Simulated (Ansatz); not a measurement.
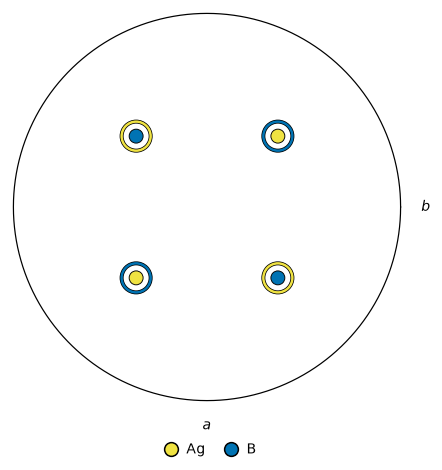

Crystal: AgB, the input geometry of an electronic-structure calculation (not necessarily at equilibrium); the starting structure was generated, so it need not be a known form of this composition. Directions from one silver atom at (1/4, 3/4, 1/4) to its bonded neighbours, in stereographic projection down c (filled: above the plane of the page or in it, open: below). Geometry calculated from the standardised cell; symmetry tolerance 0.002 Å.

Neighbours are counted up to 2.67 Å for Ag, 2.79 Å for B.

```
CELL_PARAMETERS angstrom
5.95609 0.00000 0.00000
0.00000 5.95609 0.00000
0.00000 0.00000 5.95609
ATOMIC_POSITIONS crystal
Ag 0.25000 0.75000 0.25000
Ag 0.00000 0.00000 0.50000
B 0.25000 0.25000 0.25000
B 0.50000 0.00000 0.50000
Ag 0.25000 0.25000 0.75000
Ag 0.00000 0.50000 0.00000
B 0.25000 0.75000 0.75000
B 0.50000 0.50000 0.00000
Ag 0.75000 0.75000 0.75000
Ag 0.50000 0.00000 0.00000
B 0.75000 0.25000 0.75000
B 0.00000 0.00000 0.00000
Ag 0.75000 0.25000 0.25000
Ag 0.50000 0.50000 0.50000
B 0.75000 0.75000 0.25000
B 0.00000 0.50000 0.50000
```

How many neighbours are there, and at what angles?

Answer. 8: 4 Ag at 2.58 Å, 4 B at 2.58 Å. Angles between bonds: 71° (12×), 109° (12×), 180° (4×).

What is the site's symmetry in the crystal?

Answer. Point group -43m (Td), order 24: three −4 axes, four threefold axes, six mirror planes. In No. 227, Fd-3m, origin choice 1 this is Wyckoff position 8b.
